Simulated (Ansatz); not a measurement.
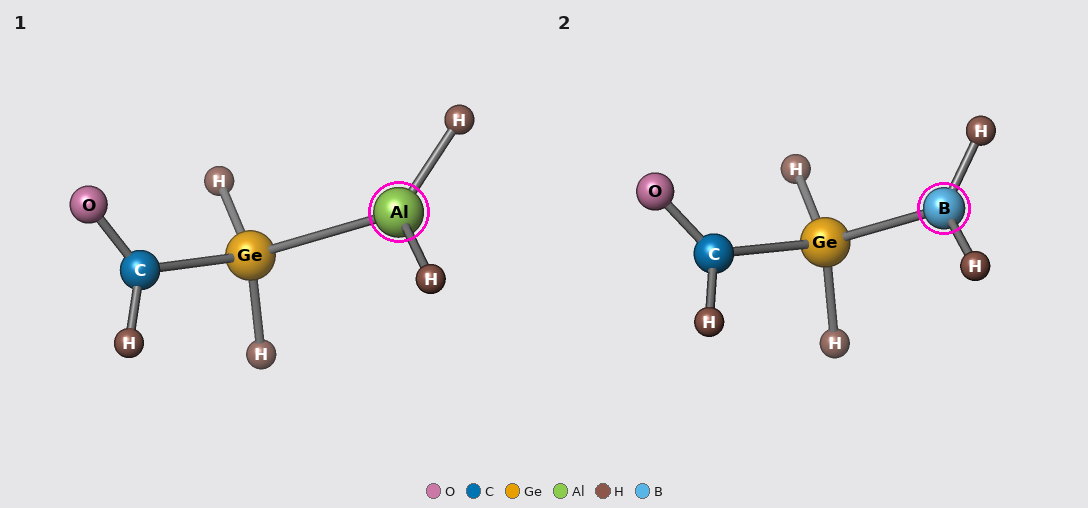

2 molecules with one skeleton, seen from the same side and at one scale; the atom that differs is circled. Charge 0, singlet. Computed geometries: PBE0-D4/def2-TZVP optimisations, one conformation each. Properties computed with Ansatz 0.2.0.

One atom differs, called X below: Al in panel 1, B in panel 2. Their formulas are CH5AlGeO (`O=[CH][GeH2][AlH2]`), CH5BGeO (`[BH2][GeH2][CH]=O`).

In which is the mean length of X–H larger (PBE0-D4/def2-TZVP)?

In panel 1 (X = Al).

In which is the dipole moment larger (r2SCAN-D4/def2-TZVPP)?

In panel 1 (X = Al).

Give the values. With PBE0-D4/def2-TZVP: length of X–Ge (Å), mean length of X–H (Å), angle H–X–H (°). With r2SCAN-D4/def2-TZVPP: dipole moment (D), HOMO energy (Kohn–Sham orbital) (eV), HOMO–LUMO gap (eV).

```tsv
quantity	1 (Al)	2 (B)	2 − 1
length of X–Ge (Å)	2.482	2.051	−0.431
mean length of X–H (Å)	1.585	1.194	−0.391
angle H–X–H (°)	120.5	118.9	−1.6
dipole moment (D)	2.14	1.96	−0.18
HOMO energy (Kohn–Sham orbital) (eV)	−5.79	−5.97	−0.18
HOMO–LUMO gap (eV)	2.91	2.58	−0.33
```
